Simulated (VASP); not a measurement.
Band structure of AlCl3 (space group Pm-3m). Method: PBE GGA, VASP's PBE PAW potentials (set 64) (plane waves; VASP).

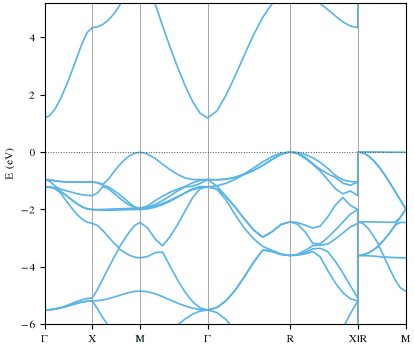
*Bands along high-symmetry lines, zero at the valence-band maximum or, without a gap, the Fermi level*

Question: Read the plot: is there a gap, and where are the band edges?

Answer: The gap is indirect, 1.18 eV, from the valence maximum at R to the conduction minimum at Γ.

The structure was generated: AlCl3 was put into an ordered model structure (Pm-3m), which need not be its known phase. The cell was not relaxed at this level.
